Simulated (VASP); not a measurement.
Given:

```
CELL_PARAMETERS angstrom
      0.00000     1.80343     1.80343
      1.80343     0.00000     1.80343
      1.80343     1.80343     0.00000
ATOMIC_POSITIONS crystal
  Ni 0.00000 0.00000 0.00000
```
Starting moments (μB, in the order of the record's atoms Ni): 0.6.

Level of theory: vdW-DF2, VASP's PBE PAW potentials (set 64) (plane waves; VASP). Numerical set-up: 520 eV cut-off, 19×19×19 Γ-centred mesh, tetrahedra with Blöchl corrections, potentials Ni.

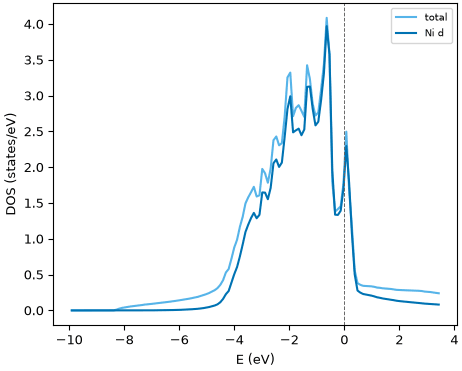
Figure. Total and projected density of states, zero at the Fermi level

Within 2 eV below the Fermi level the largest weight inside VASP's projection spheres is Ni d.

It has no gap at this level: it comes out as a metal or semimetal.

The compound is Ni in the fcc structure. It was relaxed first, which changed the volume by +8 %.
